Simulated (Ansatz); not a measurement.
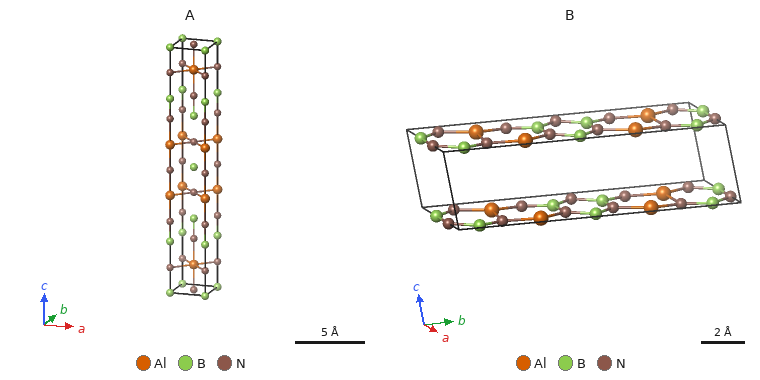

Two structures of Al2B3N5, each relaxed to rest (conventional cells in solid outline, small ones repeated, not to one scale). Method: DFT PBE, scalar-relativistic, plane waves, PAW in Ansatz, without spin polarisation.

Which structures are these?

Answer. A: 20 atoms a cell on a body-centred tetragonal lattice, I4/mmm. B: 20 atoms a cell on a base-centred monoclinic lattice, Cm.

What is the energy order of the two?

Answer. B is lower, by 998 meV/atom at this level of theory (energies at zero smearing). Volumes: A 6.9, B 10.8 Å³/atom.

One or both may be structure types tried for this composition rather than known phases.
